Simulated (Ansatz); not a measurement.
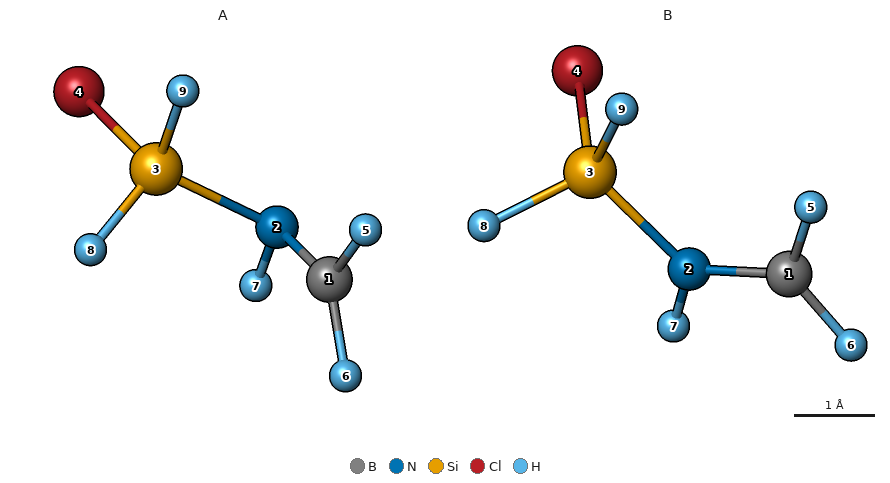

Two geometries of BSiNH₅Cl (coarse preliminary run), drawn at one scale. One is the start of a relaxation, the other its converged end. A ball-and-stick model, seen from a free direction.

The calculation used RKS PBE-D4/def2-SVP in Ansatz. Settings: force threshold 0.03 eV/Å; at most 200 steps.

**Which geometry has the lower energy?**

Structure B is the relaxed one. The start comes from a force field. The energy falls by 81.0 kJ/mol in 12 accepted moves (14 points after the start). Largest force component: 3.2 eV/Å at the start, 0.018 eV/Å at the end. The line search rejected the trial steps at points 6, 10 of the run. The atom that moves furthest after the best rigid fit is H6 (0.95 Å). Largest moves by element: H 0.95 Å, N 0.77 Å, Cl 0.72 Å, B 0.21 Å, Si 0.15 Å. Among the contacts that change: Si3–H8 1.408 → 1.499 Å, Si3–H9 1.414 → 1.493 Å, Si3–Cl4 2.160 → 2.084 Å, B1–N2 1.455 → 1.413 Å. Among the angles between lasting bonds that change: B1–N2–Si3 106.8° → 125.9°, B1–N2–H7 108.3° → 117.3°, Si3–N2–H7 108.0° → 116.9°.
